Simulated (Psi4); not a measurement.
# Excited-state calculation, with input and output: BPH$_{6}$

- system: BPH$_{6}$, SMILES [BH3-][PH3+]
- method: TDA (BHLYP)/cc-pVTZ, RKS (Psi4 1.11)

The geometry comes from this level: PBE0-D4/def2-TZVP.

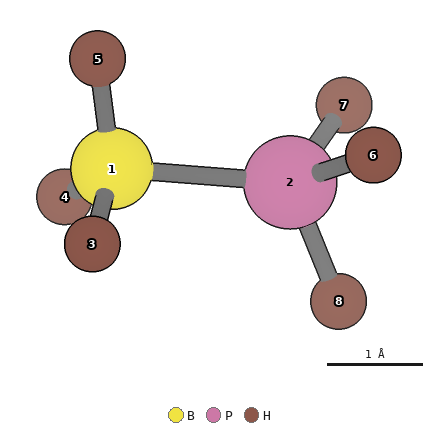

Figure 1. The structure (ball-and-stick view, seen at a tilt; atoms are numbered from 1 in the order of the input). Bond lengths as drawn: B–H 1.21 Å, B–P 1.91 Å and H–P 1.41 Å.

Key numbers:

```json
{"quantity": "outcome", "value": "converged"}
{"quantity": "total energy", "value": "−369.784553 hartree"}
{"quantity": "basis functions", "value": "148"}
{"quantity": "HOMO", "value": "−9.88 eV"}
{"quantity": "LUMO", "value": "1.09 eV"}
{"quantity": "dipole moment", "value": "4.16 D"}
{"quantity": "lowest excitation", "value": "8.49 eV"}
{"quantity": "hardware", "value": "1 thread of Intel Xeon (Granite Rapids), 64 GiB of memory available, shared host"}
{"quantity": "wall time", "value": "85 s"}
{"quantity": "peak memory", "value": "1.5 GiB"}
```

The input (bh6p.inp):
```python
memory 1600 mb

molecule {
  0 1
  B     -0.556100     0.227200    -0.914000
  P      0.433900    -0.181600     0.667700
  H     -1.693400     0.343100    -0.520100
  H     -0.367800    -0.730200    -1.628000
  H     -0.055500     1.254200    -1.309900
  H      0.418800     0.755700     1.718800
  H      1.823100    -0.380300     0.547100
  H      0.089200    -1.345200     1.382600
  units angstrom
  symmetry c1
}

set basis cc-pVTZ
set puream true
set scf_type pk
set dft_radial_points 99
set dft_spherical_points 590
set save_jk true

from psi4.driver.procrouting.response.scf_response import tdscf_excitations
result, w = energy("bhhlyp", return_wfn=True)
states = tdscf_excitations(w, states=4, tda=True)
```

Run as:
```bash
psi4 bh6p.inp bh6p.out -n 1
```

Output:
```
Psi4 1.11 release

   => Loading Basis Set <=

    Name: CC-PVTZ
    Role: ORBITAL
    Keyword: BASIS

         ---------------------------------------------------------
                                   SCF
                              RKS Reference
                        1 Threads,   1525 MiB Core
         ---------------------------------------------------------

  ==> Geometry <==

    Molecular point group: c1
    Full point group: C1

    Geometry (in Angstrom), charge = 0, multiplicity = 1:

       Center              X                  Y                   Z               Mass
    ------------   -----------------  -----------------  -----------------  -----------------
         B           -0.712946045272     0.294387662975    -1.139081459616    11.009305360000
         P            0.277053954728    -0.114412337025     0.442618540384    30.973761998420
         H           -1.850246045272     0.410287662975    -0.745181459616     1.007825032230
         H           -0.524646045272    -0.663012337025    -1.853081459616     1.007825032230
         H           -0.212346045272     1.321387662975    -1.534981459616     1.007825032230
         H            0.261953954728     0.822887662975     1.493718540384     1.007825032230
         H            1.666253954728    -0.313112337025     0.322018540384     1.007825032230
         H           -0.067646045272    -1.278012337025     1.157518540384     1.007825032230

  Running in c1 symmetry.

  Rotational constants: A =      1.90682  B =      0.36014  C =      0.36014 [cm^-1]
  Rotational constants: A =  57165.03458  B =  10796.71002  C =  10796.69711 [MHz]
  Nuclear repulsion =   59.544517156228110

  Charge       = 0
  Multiplicity = 1
  Electrons    = 26
  Nalpha       = 13
  Nbeta        = 13

  ==> Algorithm <==

  SCF Algorithm Type is PK.
  DIIS enabled.
  MOM disabled.
  Fractional occupation disabled.
  Guess Type is SAD.
  Energy threshold   = 1.00e-06
  Density threshold  = 1.00e-06
  Integral threshold = 1.00e-12

  ==> Primary Basis <==

  Basis Set: CC-PVTZ
    Blend: CC-PVTZ
    Number of shells: 58
    Number of basis functions: 148
    Number of Cartesian functions: 164
    Spherical Harmonics?: true
    Max angular momentum: 3

  ==> DFT Potential <==

   => LibXC <=

    Version 7.1.2

   => Composite Functional: BHANDHLYP <=

    BHandHLYP Hyb-GGA Exchange-Correlation Functional

    Defined through Gaussian implementation.

    Deriv               =              1
    GGA                 =           TRUE
    Meta                =          FALSE

    Exchange Hybrid     =           TRUE
    MP2 Hybrid          =          FALSE

   => Exchange Functionals <=

    0.5000         Becke 88

   => Exact (HF) Exchange <=

    0.5000               HF

   => Correlation Functionals <=

    1.0000   Lee, Yang & Parr

   => LibXC Density Thresholds  <==

    XC_HYB_GGA_XC_BHANDHLYP:  1.00E-15

   => Molecular Quadrature <=

    Radial Scheme          =       TREUTLER
    Pruning Scheme         =           NONE
    Nuclear Scheme         =       TREUTLER

    Blocking Scheme        =         OCTREE
    BS radius alpha        =              1
    Pruning alpha          =              1
    Radial Points          =             99
    Spherical Points       =            590
    Total Points           =         445111
    Total Blocks           =           3217
    Max Points             =            256
    Max Functions          =            148
    Weights Tolerance      =       1.00E-15

  ==> Integral Setup <==

  Using integral reordering PK algorithm.
  Sizing the integral batches needed.
  Building batch lookup table.
   Calculation information:
      Number of atoms:                   8
      Number of AO shells:              58
      Number of primitives:            134
      Number of atomic orbitals:       164
      Number of basis functions:       148

      Integral cutoff                 1.00e-12
      Number of threads:                 1

	Batch   1 pq = [       0,   11026] index = [             0,60791851] size =     60791851
  Task number: 3
  Buffer size: 30375000
  Buffer per thread: 2
  We computed 1480186 shell quartets total.
  Whereas there are 1464616 unique shell quartets.
     1.06 percent of shell quartets recomputed by reordering.

  ==> DiskJK: Disk-Based J/K Matrices <==

    J tasked:                  Yes
    K tasked:                  Yes
    wK tasked:                  No
    Memory [MiB]:             1029
    Schwarz Cutoff:          1E-12

  Cached 6.7% of DFT collocation blocks in 0.109 [GiB].

  Minimum eigenvalue in the overlap matrix is 1.4164304354E-03.
  Reciprocal condition number of the overlap matrix is 2.1665051301E-04.
    Using symmetric orthogonalization.

  ==> Pre-Iterations <==

  SCF Guess: Superposition of Atomic Densities via on-the-fly atomic UHF (no occupation information).

   -------------------------
    Irrep   Nso     Nmo
   -------------------------
     A        148     148
   -------------------------
    Total     148     148
   -------------------------

  ==> Iterations <==

                        Total Energy        Delta E     RMS |[F,P]|

   @RKS iter SAD:  -369.37442047751529   -3.69374e+02   0.00000e+00
   @RKS iter   1:  -369.63071401660250   -2.56294e-01   3.25567e-03 ADIIS/DIIS
   @RKS iter   2:  -369.70345641503479   -7.27424e-02   2.26206e-03 ADIIS/DIIS
   @RKS iter   3:  -369.78410511462795   -8.06487e-02   1.65641e-04 ADIIS/DIIS
   @RKS iter   4:  -369.78453208521449   -4.26971e-04   3.59330e-05 DIIS
   @RKS iter   5:  -369.78455314381114   -2.10586e-05   3.51348e-06 DIIS
   @RKS iter   6:  -369.78455348899467   -3.45184e-07   4.53861e-07 DIIS
  Energy and wave function converged.

  ==> Post-Iterations <==

   Electrons on quadrature grid:
      Ntotal   =   25.9999999950 ; deviation = -5.032e-09

    Orbital Energies [Eh]
    ---------------------

    Doubly Occupied:

       1A    -78.244066     2A     -7.011566     3A     -6.971485
       4A     -5.032962     5A     -5.032962     6A     -5.030052
       7A     -0.797209     8A     -0.584407     9A     -0.503187
      10A     -0.503164    11A     -0.373255    12A     -0.363122
      13A     -0.363111

    Virtual:

      14A      0.039925    15A      0.054564    16A      0.054567
      17A      0.094015    18A      0.144592    19A      0.144604
      20A      0.169538    21A      0.191385    22A      0.191388
      23A      0.194390    24A      0.234809    25A      0.234812
      26A      0.315396    27A      0.315417    28A      0.316081
      29A      0.402772    30A      0.402778    31A      0.421345
      32A      0.449503    33A      0.489937    34A      0.489974
      35A      0.546527    36A      0.568714    37A      0.587879
      38A      0.587902    39A      0.672940    40A      0.672958
      41A      0.733629    42A      0.743331    43A      0.819738
      44A      0.848544    45A      0.848555    46A      0.881995
      47A      0.892874    48A      0.892928    49A      0.961191
      50A      0.961325    51A      1.008152    52A      1.104457
      53A      1.104529    54A      1.120269    55A      1.220155
      56A      1.220174    57A      1.304235    58A      1.321133
      59A      1.321184    60A      1.396901    61A      1.396999
      62A      1.405116    63A      1.504536    64A      1.504547
      65A      1.541564    66A      1.590391    67A      1.590471
      68A      1.609608    69A      1.632676    70A      1.632718
      71A      1.633409    72A      1.762408    73A      1.762450
      74A      1.795224    75A      1.868381    76A      1.868438
      77A      1.889472    78A      1.969900    79A      2.093911
      80A      2.093946    81A      2.124890    82A      2.124969
      83A      2.204365    84A      2.239459    85A      2.357944
      86A      2.357959    87A      2.531092    88A      2.531137
      89A      2.600873    90A      2.695427    91A      2.695437
      92A      2.696171    93A      2.804138    94A      2.804156
      95A      3.071805    96A      3.071855    97A      3.130427
      98A      3.195124    99A      3.216903   100A      3.281776
     101A      3.281822   102A      3.358172   103A      3.502990
     104A      3.503052   105A      3.520742   106A      3.520774
     107A      3.583549   108A      3.682996   109A      3.683038
     110A      3.704871   111A      3.765778   112A      3.784709
     113A      3.832601   114A      3.832627   115A      3.856583
     116A      3.938465   117A      3.938511   118A      3.941260
     119A      4.022443   120A      4.026857   121A      4.026874
     122A      4.072226   123A      4.154220   124A      4.154233
     125A      4.199273   126A      4.199521   127A      4.214182
     128A      4.261155   129A      4.272088   130A      4.272130
     131A      4.373854   132A      4.373906   133A      4.482586
     134A      4.482660   135A      4.509063   136A      4.666382
     137A      4.714047   138A      4.714125   139A      4.906396
     140A      4.906467   141A      4.986007   142A      5.065585
     143A      5.065642   144A      5.084671   145A      5.084707
     146A      5.085851   147A      6.394780   148A     10.955946

    Final Occupation by Irrep:
              A
    DOCC [    13 ]
    NA   [    13 ]
    NB   [    13 ]

  @RKS Final Energy:  -369.78455348899467

   => Energetics <=

    Nuclear Repulsion Energy =             59.5445171562281104
    One-Electron Energy =                -626.1558912124435210
    Two-Electron Energy =                 212.0318295744459931
    DFT Exchange-Correlation Energy =     -15.2050090072253017
    Empirical Dispersion Energy =           0.0000000000000000
    VV10 Nonlocal Energy =                  0.0000000000000000
    Total Energy =                       -369.7845534889947317

Computation Completed

Properties will be evaluated at   0.000000,   0.000000,   0.000000 [a0]

Properties computed using the SCF density matrix

 Multipole Moments:

 ------------------------------------------------------------------------------------
     Multipole            Electronic (a.u.)      Nuclear  (a.u.)        Total (a.u.)
 ------------------------------------------------------------------------------------

 L = 1.  Multiply by 2.5417464519 to convert [e a0] to [Debye]
 Dipole X            :          1.1054081           -0.2562415            0.8491665
 Dipole Y            :         -0.4568359            0.1061634           -0.3506726
 Dipole Z            :          1.7650866           -0.4084037            1.3566828
 Magnitude           :                                                    1.6384881

 ------------------------------------------------------------------------------------

	total time  =         24 seconds =       0.40 minutes

******************************************************************************************
**********                               WARNING                                **********
**********       The names of excited state variables changed between 1.5       **********
**********     and 1.6. For a quick solution, remove the symmetry specifier     **********
**********   from the variable name. For full details, see 'Notes on Psivars'   **********
**********                        in the documentation.                         **********
******************************************************************************************

         ---------------------------------------------------------
                         TDSCF excitation energies
         ---------------------------------------------------------

  ==> Options <==

     Residual threshold  : 1.0000e-04
     Initial guess       : denominators
     Reference           : RHF
     Solver type         : TDA (Davidson)

  ==> Requested Excitations <==

      4 singlet states with A symmetry

  ==> Seeking the lowest 4 singlet states with A symmetry

                         Generalized Davidson Solver

  ==> Options <==

    Max number of iterations        = 60
    Eigenvector tolerance           = 1.0000e-04
    Max number of expansion vectors = 800

  => Iterations <=
                           Max[D[value]]     Max[|R|]   # vectors
  DavidsonSolver iter   1:   3.19386e-01  4.26399e-02     16
  DavidsonSolver iter   2:   5.22924e-03  1.50513e-02     20
  DavidsonSolver iter   3:   6.34942e-04  6.38856e-03     24
  DavidsonSolver iter   4:   5.78226e-05  1.33949e-03     28
  DavidsonSolver iter   5:   2.48836e-06  2.70069e-04     32
  DavidsonSolver iter   6:   9.22301e-08  6.26922e-05     35      Converged

******************************************************************************************
**********                               WARNING                                **********
**********  Length-gauge rotatory strengths are **NOT** gauge-origin invariant  **********
******************************************************************************************

                                    Excitation Energy         Total Energy        Oscillator Strength             Rotatory Strength
     #   Sym: GS->ES (Trans)        au              eV              au          au (length)    au (velocity)    au (length)    au (velocity)
    ---- -------------------- --------------- --------------- --------------- --------------- --------------- --------------- ---------------
     1        A->A (1 A)       0.31185         8.48587        -369.47270       0.0146          0.0016          0.0001          0.0000
     2        A->A (1 A)       0.31188         8.48660        -369.47268       0.0147          0.0016         -0.0001         -0.0000
     3        A->A (1 A)       0.31526         8.57863        -369.46929       0.0168          0.0222          0.0000          0.0000
     4        A->A (1 A)       0.31643         8.61037        -369.46813       0.0000          0.0000         -0.0001         -0.0001

Contributing excitations
Only contributions with abs(coeff) > 1.00e-01 will be printed:

Excited State    1 (1 A):   0.31185 au   146.11 nm f = 0.0146
  Sums of squares: Xssq =  1.000000e+00
     11a  ->  15a     0.632464 (40.001%)
     11a  ->  16a    -0.414928 (17.217%)
     12a  ->  14a    -0.354544 (12.570%)
     12a  ->  15a    -0.300798 ( 9.048%)
     12a  ->  16a     0.109341 ( 1.196%)
     12a  ->  17a    -0.108480 ( 1.177%)
     13a  ->  14a     0.206491 ( 4.264%)
     13a  ->  15a    -0.108008 ( 1.167%)
     13a  ->  16a    -0.301008 ( 9.061%)

Excited State    2 (1 A):   0.31188 au   146.09 nm f = 0.0147
  Sums of squares: Xssq =  1.000000e+00
     11a  ->  15a    -0.415869 (17.295%)
     11a  ->  16a    -0.633604 (40.145%)
     12a  ->  14a    -0.207047 ( 4.287%)
     12a  ->  15a    -0.105795 ( 1.119%)
     12a  ->  16a    -0.295845 ( 8.752%)
     13a  ->  14a    -0.357553 (12.784%)
     13a  ->  15a     0.298403 ( 8.904%)
     13a  ->  16a    -0.110683 ( 1.225%)
     13a  ->  17a    -0.108609 ( 1.180%)

Excited State    3 (1 A):   0.31526 au   144.53 nm f = 0.0168
  Sums of squares: Xssq =  1.000000e+00
     11a  ->  14a    -0.890935 (79.377%)
     12a  ->  15a    -0.140454 ( 1.973%)
     12a  ->  16a     0.276460 ( 7.643%)
     13a  ->  15a     0.274934 ( 7.559%)
     13a  ->  16a     0.133904 ( 1.793%)

Excited State    4 (1 A):   0.31643 au   143.99 nm f = 0.0000
  Sums of squares: Xssq =  1.000000e+00
     12a  ->  15a    -0.626425 (39.241%)
     12a  ->  16a    -0.311829 ( 9.724%)
     13a  ->  15a    -0.314960 ( 9.920%)
     13a  ->  16a     0.627837 (39.418%)

******************************************************************************************
**********                               WARNING                                **********
**********       The names of excited state variables changed between 1.5       **********
**********     and 1.6. For a quick solution, remove the symmetry specifier     **********
**********   from the variable name. For full details, see 'Notes on Psivars'   **********
**********                        in the documentation.                         **********
******************************************************************************************

    Psi4 run time: 0:01:23.54
```

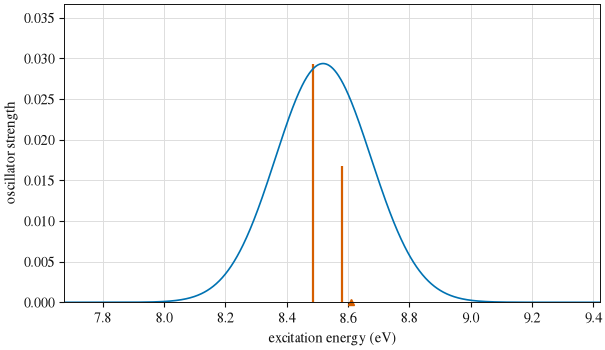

Figure 2. Computed excitations as sticks (degenerate states added up, dark ones marked on the axis), with a Gaussian envelope of 0.35 eV full width at half maximum, scaled to the tallest. Of the 4 states the lowest lies at 8.49 eV (f = 0.015); the strongest line is at 8.49 eV, or 146 nm (f = 0.029, summed over 2 states that lie within 0.004 eV).

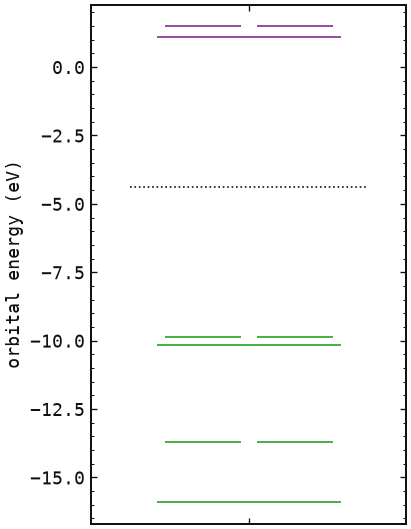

Figure 3. Orbital energies near the frontier; the dotted line parts filled from empty levels, and levels within 0.02 eV of each other stand side by side. Highest filled −9.88 eV, lowest empty 1.09 eV, 10.97 eV apart.
